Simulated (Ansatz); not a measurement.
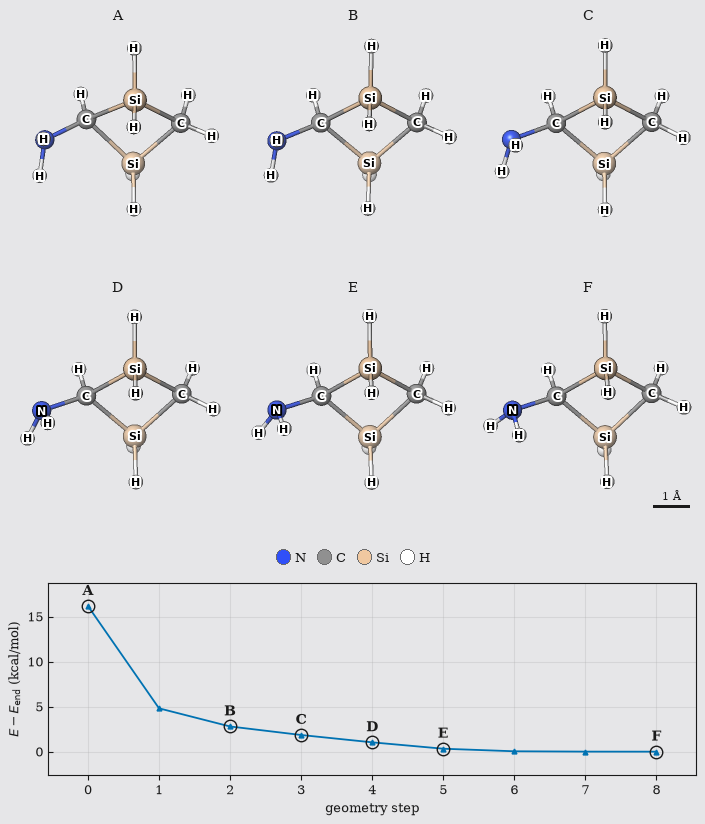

Frames of a relaxation of C$_{2}$H$_{9}$NSi$_{2}$, marked on the history of the run. Style: ball-and-stick. Shown from a free direction.

The run prepares an end point of a later path (inversion) calculation, from a guessed geometry.

Method: Ansatz, RKS PBE-D4/def2-mTZVP. (no spin polarisation; force threshold 0.015 eV/Å; at most 40 steps)

**Describe the path.**

Over 8 geometry steps the energy falls by 16.2 kcal/mol. The largest force component goes from 3.3 to 0.012 eV/Å. An H atom moves most after the best rigid fit: 0.87 Å. By element the largest moves are H 0.87 Å, N 0.24 Å, C 0.20 Å, Si 0.13 Å. Near-neighbour distances that change, for instance: C–H 1.025 → 1.096 Å, H–N 1.086 → 1.024 Å, C–H 1.051 → 1.107 Å, C–Si 1.867 → 1.909 Å. Among the angles between lasting bonds that change: N–C–Si 115.1° → 127.4°, C–Si–H 110.8° → 118.5°, N–C–H 115.6° → 108.5°. Groups turn about C–N by about 55°. Cost: 29 s on 2 threads of Intel(R) Xeon(R) Platinum 8259CL CPU @ 2.50GHz (Skylake/Cascade Lake), with other jobs on the host, peak memory 0.2 GiB. From step 0 to 2: a C atom moves most (0.12 Å), energy −13.4 kcal/mol. From step 2 to 3: an H atom moves most (0.20 Å), energy −0.95 kcal/mol. From step 3 to 4: an H atom moves most (0.20 Å), energy −0.81 kcal/mol. From step 4 to 5: an H atom moves most (0.20 Å), energy −0.71 kcal/mol. From step 5 to 8: H atoms move most (0.22 Å), energy −0.33 kcal/mol.
